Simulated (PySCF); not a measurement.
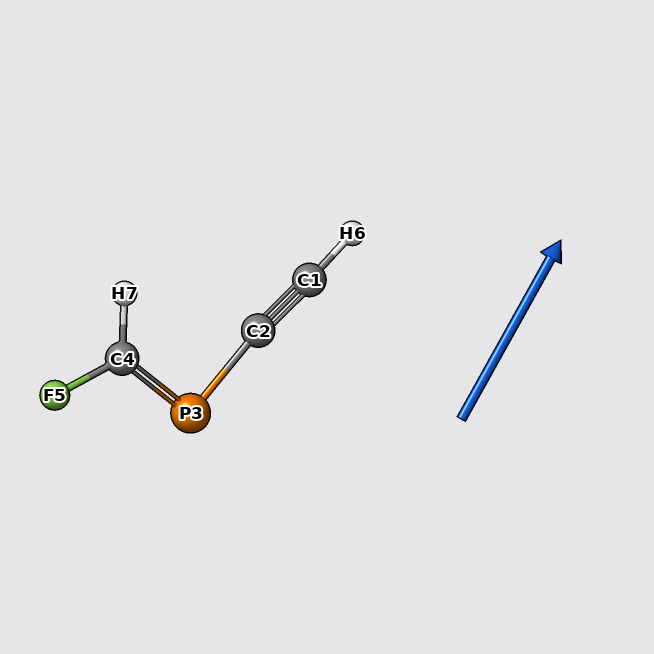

The arrow beside the molecule shows the direction of the dipole moment, from the negative to the positive end (its length means nothing). Computed geometry: GFN2-xTB optimisation. No frequency run is at hand to confirm it as a minimum. Level of theory: PBE0/def2-SVPD, gas phase (PySCF 2.14.0).

How large is the dipole moment?

Answer. 1.75 D; it points from the side of F5 to the side of H6 (the outermost atoms at the two ends).

The geometry is semi-empirical. Around P such bond lengths and angles can be off by a tenth of an ångström or more and by several degrees, and values that hang on the shape move with them.
